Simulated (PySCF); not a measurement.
# Two runs on C4H7NSi

System: C4H7NSi.
Method of the first run: GIAO PBE0/pcSseg-1 NMR shielding, non-relativistic, gas phase (PySCF 2.14.0).

The geometry comes from this level: PBE0-D3(BJ)/def2-SVP. Text and figures count atoms from 1; the logs count them from 0 in places.

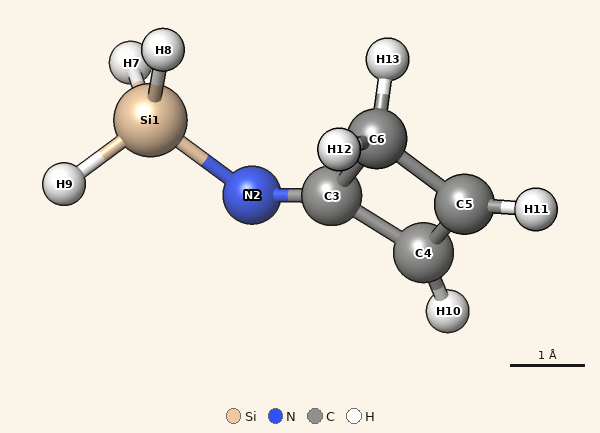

Figure 1. The structure (ball-and-stick view, seen at a tilt; atoms are numbered from 1 in the order of the input).

### The input, the first run
```
{"job": {"kind": "nmr", "xc": "PBE0", "basis": "pcSseg-1", "pop": false}, "charge": 0, "multiplicity": 1}
Si     2.191510     0.406281    -0.263812
N      0.823798    -0.561303    -0.748604
C     -0.372693    -0.427965    -0.377229
C     -1.628377    -1.145942    -0.677790
C     -2.342753    -0.341890     0.139747
C     -1.168833     0.515957     0.568598
H      3.199810    -0.490601     0.373090
H      1.853145     1.507790     0.701117
H      2.793618     1.014346    -1.486084
H     -1.869079    -1.997196    -1.317142
H     -3.400291    -0.307804     0.411135
H     -1.197146     1.574339     0.259109
H     -0.884317     0.464060     1.633016
```

The first line tells a small driver script what to run in PySCF; the rest is the geometry in Å.

Command:
```bash
OMP_NUM_THREADS=1 python <driver script> task.json out
```

Hardware: 1 CPU thread, shared host.

### Output (the first run)
```
coarse grid: 11376 points
cycle   1  E = -500.3237259946  dE =  7.112e-01  |g| = 4.365e-01  |ddm| = 3.353e+00
cycle   2  E = -500.2459258111  dE =  7.780e-02  |g| = 7.336e-01  |ddm| = 1.192e+00
cycle   3  E = -500.3661304163  dE = -1.202e-01  |g| = 1.312e-01  |ddm| = 8.285e-01
cycle   4  E = -500.3702274765  dE = -4.097e-03  |g| = 3.171e-02  |ddm| = 1.325e-01
cycle   5  E = -500.3704820150  dE = -2.545e-04  |g| = 7.428e-03  |ddm| = 3.744e-02
cycle   6  E = -500.3704912711  dE = -9.256e-06  |g| = 4.033e-03  |ddm| = 8.303e-03
cycle   7  E = -500.3704953969  dE = -4.126e-06  |g| = 3.899e-04  |ddm| = 3.776e-03
final grid: 105360 points
cycle   8  E = -500.4048904244  dE = -1.938e-05  |g| = 5.865e-03  |ddm| = 2.680e-02
cycle   9  E = -500.4048879251  dE =  2.499e-06  |g| = 6.684e-03  |ddm| = 1.355e-02
cycle  10  E = -500.4048995414  dE = -1.162e-05  |g| = 4.141e-04  |ddm| = 7.265e-03
cycle  11  E = -500.4048995695  dE = -2.815e-08  |g| = 2.034e-04  |ddm| = 5.095e-04
cycle  12  E = -500.4048995791  dE = -9.514e-09  |g| = 6.507e-05  |ddm| = 2.087e-04
cycle  13  E = -500.4048995800  dE = -9.591e-10  |g| = 2.313e-05  |ddm| = 6.839e-05
converged SCF energy = -500.4048995800

GIAO shielding tensors (ppm)
atom      isotropic    diamagn.    paramagn.     s11        s22        s33       span
  0 Si     414.255     879.627    -465.371    382.834    391.249    468.684     85.850
  1 N      -65.567     328.023    -393.590   -389.534    -64.713    257.547    647.081
  2 C        5.749     249.234    -243.485    -86.001      1.282    101.966    187.968
  3 C       33.418     253.318    -219.900    -64.983     42.601    122.635    187.619
  4 C       19.114     258.673    -239.559   -115.443     11.126    161.661    277.104
  5 C      137.644     251.357    -113.713    121.410    139.012    152.511     31.101
  6 H       26.402      28.526      -2.125     23.953     24.767     30.486      6.533
  7 H       26.452      29.706      -3.254     23.203     26.038     30.114      6.911
  8 H       26.399      28.430      -2.030     23.947     24.770     30.481      6.533
  9 H       24.863      30.994      -6.130     23.988     24.283     26.320      2.333
 10 H       23.320      29.965      -6.646     19.587     25.022     25.350      5.763
 11 H       28.148      30.419      -2.271     25.285     27.867     31.293      6.008
 12 H       28.155      30.577      -2.422     25.259     27.896     31.310      6.052
```

For the second run the input was changed thus:
```diff
-"xc": "PBE0"
+"xc": "CAM-B3LYP"
```

How does the second run compare with the first run?

The total energies belong to different methods, so their difference says nothing on which is more stable or more accurate. The HOMO goes from −6.96 to −8.30 eV. The LUMO goes from −1.38 to −0.18 eV. Of all shieldings, the largest change is that of C3, by −6.1 ppm. The functional changes from PBE0 to CAM-B3LYP. The number of SCF iterations is the same.

### Output (the second run)
```
coarse grid: 11376 points
cycle   1  E = -500.5736878108  dE =  8.302e-01  |g| = 4.658e-01  |ddm| = 3.326e+00
cycle   2  E = -500.5385552781  dE =  3.513e-02  |g| = 6.518e-01  |ddm| = 1.023e+00
cycle   3  E = -500.6268614254  dE = -8.831e-02  |g| = 7.343e-02  |ddm| = 6.154e-01
cycle   4  E = -500.6280742196  dE = -1.213e-03  |g| = 3.243e-02  |ddm| = 8.084e-02
cycle   5  E = -500.6283525575  dE = -2.783e-04  |g| = 4.176e-03  |ddm| = 4.026e-02
cycle   6  E = -500.6283589892  dE = -6.432e-06  |g| = 1.866e-03  |ddm| = 7.738e-03
final grid: 105360 points
cycle   7  E = -500.6738519220  dE = -1.563e-05  |g| = 3.434e-03  |ddm| = 1.405e-02
cycle   8  E = -500.6738518787  dE =  4.338e-08  |g| = 3.578e-03  |ddm| = 5.752e-03
cycle   9  E = -500.6738548715  dE = -2.993e-06  |g| = 5.222e-04  |ddm| = 2.790e-03
cycle  10  E = -500.6738549356  dE = -6.414e-08  |g| = 1.837e-04  |ddm| = 5.533e-04
cycle  11  E = -500.6738549433  dE = -7.710e-09  |g| = 7.094e-05  |ddm| = 2.681e-04
cycle  12  E = -500.6738549445  dE = -1.153e-09  |g| = 2.598e-05  |ddm| = 7.090e-05
cycle  13  E = -500.6738549447  dE = -1.982e-10  |g| = 8.411e-06  |ddm| = 3.762e-05
converged SCF energy = -500.6738549447

GIAO shielding tensors (ppm)
atom      isotropic    diamagn.    paramagn.     s11        s22        s33       span
  0 Si     408.360     879.191    -470.831    375.671    386.056    463.354     87.683
  1 N      -71.449     329.054    -400.503   -401.006    -73.156    259.814    660.819
  2 C       -0.340     249.468    -249.809    -95.402     -5.660    100.041    195.442
  3 C       28.381     253.807    -225.427    -76.473     40.477    121.137    197.610
  4 C       13.918     258.478    -244.560   -127.326      8.769    160.313    287.639
  5 C      136.102     251.433    -115.331    119.480    137.611    151.216     31.736
  6 H       26.582      28.647      -2.065     24.167     24.930     30.648      6.481
  7 H       26.661      29.912      -3.251     23.437     26.328     30.217      6.780
  8 H       26.580      28.543      -1.964     24.162     24.934     30.644      6.482
  9 H       24.970      30.952      -5.983     23.963     24.414     26.533      2.570
 10 H       23.443      29.812      -6.369     19.680     25.063     25.585      5.905
 11 H       28.291      30.653      -2.362     25.426     28.050     31.397      5.971
 12 H       28.297      30.844      -2.547     25.401     28.077     31.414      6.012
```

### The two runs side by side

| quantity | the first run | the second run |
| --- | --- | --- |
| outcome | converged | converged |
| total energy (hartree) | −500.404900 | −500.673855 |
| HOMO (eV) | −6.96 | −8.30 |
| LUMO (eV) | −1.38 | −0.18 |
| dipole moment (D) | 2.48 | 2.51 |
| shielding of Si1 (ppm) | 414.3 | 408.4 |
| shielding of N2 (ppm) | −65.6 | −71.4 |
| shielding of C3 (ppm) | 5.7 | −0.3 |
| shielding of C4 (ppm) | 33.4 | 28.4 |
| shielding of C5 (ppm) | 19.1 | 13.9 |
| shielding of C6 (ppm) | 137.6 | 136.1 |
| shielding of H8 (ppm) | 26.5 | 26.7 |
| SCF iterations | 13 | 13 |
| basis functions | 144 | 144 |
| wall time (shared host) | 10 s | 15 s |
